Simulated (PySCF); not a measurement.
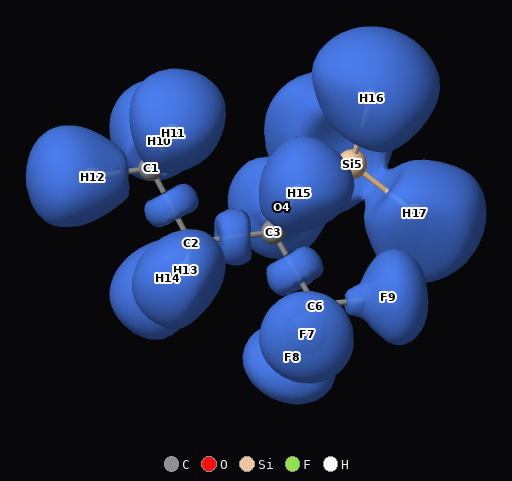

*C$_{4}$H$_{8}$F$_{3}$OSi (SMILES CC[C@H](O[SiH2])C(F)(F)F) (doublet). Isosurface of the electron localisation function at 0.75 (blue), seen at a tilt. Only the valence region is drawn (cores and ρ < 0.01 e/Å³ removed).*

Geometry: GFN2-xTB.

Theory: UKS B3LYP, pcH-1 on C F H O Si, non-relativistic, mean-field spin-orbit, GIAO in PySCF 2.14.0, density-fitted response routines.

| atom | x (Å) | y (Å) | z (Å) |
| --- | --- | --- | --- |
| C | 2.0409 | -0.9107 | 0.2955 |
| C | 1.2655 | 0.1301 | -0.5015 |
| C | -0.1478 | 0.2927 | 0.0603 |
| O | -0.8778 | -0.8743 | -0.1471 |
| Si | -2.2226 | -1.4070 | 0.6091 |
| C | -0.8645 | 1.4528 | -0.6295 |
| F | -0.1924 | 2.6091 | -0.4979 |
| F | -1.0374 | 1.2541 | -1.9383 |
| F | -2.0824 | 1.6690 | -0.1066 |
| H | 1.5050 | -1.8561 | 0.2874 |
| H | 2.1651 | -0.5889 | 1.3271 |
| H | 3.0231 | -1.0622 | -0.1424 |
| H | 1.7758 | 1.0944 | -0.4704 |
| H | 1.1792 | -0.1876 | -1.5423 |
| H | -0.1100 | 0.5473 | 1.1308 |
| H | -1.9986 | -1.4439 | 2.0490 |
| H | -3.4280 | -0.7069 | 0.2068 |

> What do the ELF domains correspond to?

The surface consists of three regions between bonded C–C atoms (shared pairs), six regions around hydrogen nuclei, three regions on F in which the atom's valence shell and bonds are merged, one region on O in which the atom's valence shell and bonds are merged and one joined region spread over several atoms (H, Si), in which their bonds and any lone pairs are merged. Profiles from the grid: C–F (1.34 Å): the ELF peaks at about 0.85 between the atoms (a shared but strongly polarised pair). C–O (1.39 Å): the ELF peaks at about 0.85 between the atoms; a shared but strongly polarised pair.
